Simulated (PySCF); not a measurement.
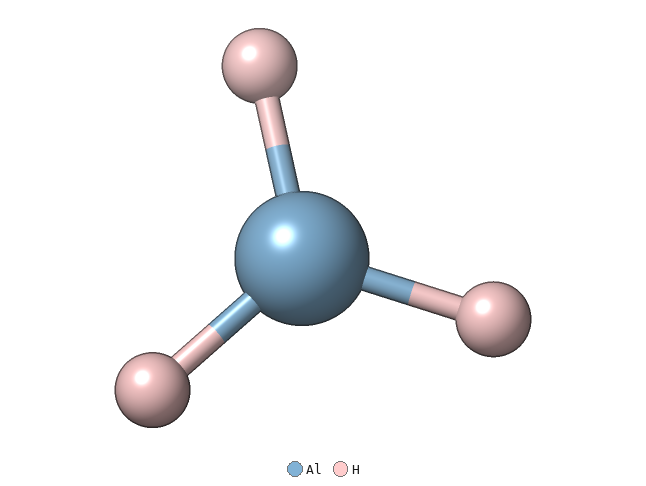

Computed geometry: PBE0-D3(BJ)/def2-SVP optimisation. No frequency run is at hand to confirm it as a minimum.

Draw it as a skeletal formula.

SMILES: [AlH3]

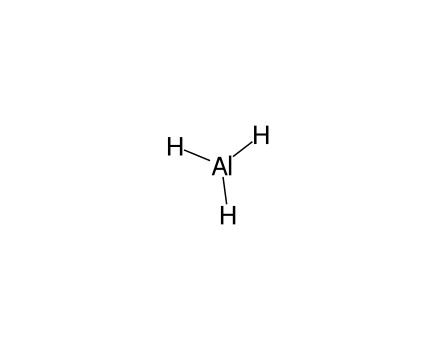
